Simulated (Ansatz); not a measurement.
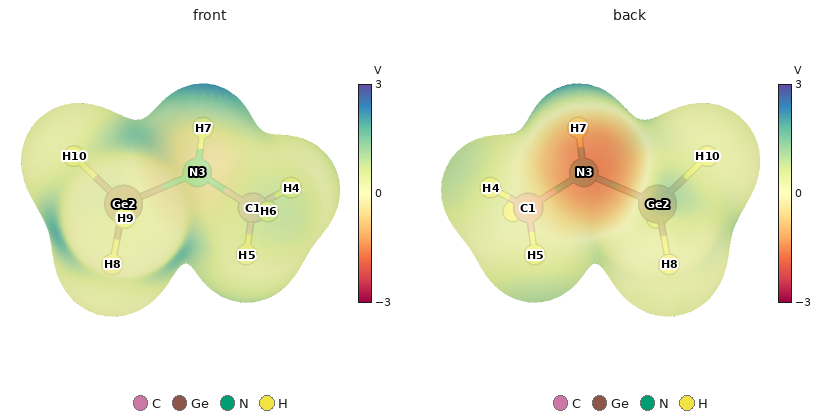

*CH$_{7}$GeN. The molecular electrostatic potential painted on the density surface at 0.004 e/bohr³, seen from the front and from behind; red is negative and blue positive.*

Geometry: PBE0-D3(BJ)/pcseg-1.

Level of theory: Ansatz, isolated molecule in a Gaussian basis; Kohn-Sham density functional theory, functional PBE0.

Input

```
crystal:
  periodic: [false, false, false]
  atoms:
    - {symbol: C, position_ang: [-0.100506, -0.103354, 0.470345]}
    - {symbol: Ge, position_ang: [-2.299967, 1.679747, 0.154431]}
    - {symbol: N, position_ang: [-0.683745, 0.925972, -0.367362]}
    - {symbol: H, position_ang: [0.747455, -0.573508, -0.045551]}
    - {symbol: H, position_ang: [-0.840908, -0.894700, 0.646020]}
    - {symbol: H, position_ang: [0.254299, 0.241622, 1.458160]}
    - {symbol: H, position_ang: [0.001355, 1.628823, -0.628569]}
    - {symbol: H, position_ang: [-3.338861, 0.548105, 0.139810]}
    - {symbol: H, position_ang: [-2.262401, 2.295359, 1.574938]}
    - {symbol: H, position_ang: [-2.633728, 2.767831, -0.874734]}
basis:
  gaussian: {orbitals: def2-TZVPD}
hamiltonian: {xc: pbe0}
output: {forces: true, orbitals: {seedname: orbitals}}
```

Launched as:

```sh
ansatz run input.yaml --threads 2 --pin off --max-ram 4350MiB --events-out events.jsonl --progress --plain --runs-dir runs
```

### Where is the surface potential most negative and most positive?

The most negative region (about −1.8 V) lies over N3, the most positive (about +2.2 V) over H7. N3 is the likeliest acceptor of a hydrogen bond.
